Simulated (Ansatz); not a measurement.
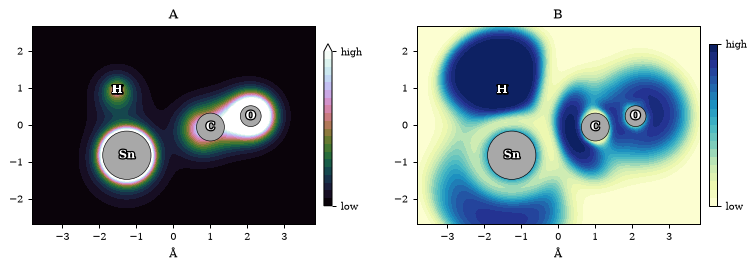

CH$_{2}$OSn (SMILES O=[C]=[SnH2]): 2 fields on the plane of atoms C1, Sn3 and H5, with unlabelled colour scales. Grey discs cover the atomic cores.

Geometry: B3LYP-D3(BJ)/def2-SVP; core potentials replace the inner electrons of Sn.

These are results of isolated molecule in a Gaussian basis; Kohn-Sham density functional theory, functional PBE0 (Ansatz 0.2.0), not measurements.

**The panels show electron density and electron localisation function in some order. Assign them.**

Panel A: electron density. Panel B: electron localisation function. From the grid: C–O (1.13 Å): ρ is about 4.2 e/Å³ halfway; the ELF peaks at about 0.85 between the atoms: a short, multiple covalent bond. C–Sn (2.39 Å): ρ is about 0.36 e/Å³ halfway; the ELF peaks at about 1 in the valence shell of C, 0.7 Å from its nucleus, and drops to about 0.10 between the two atoms.
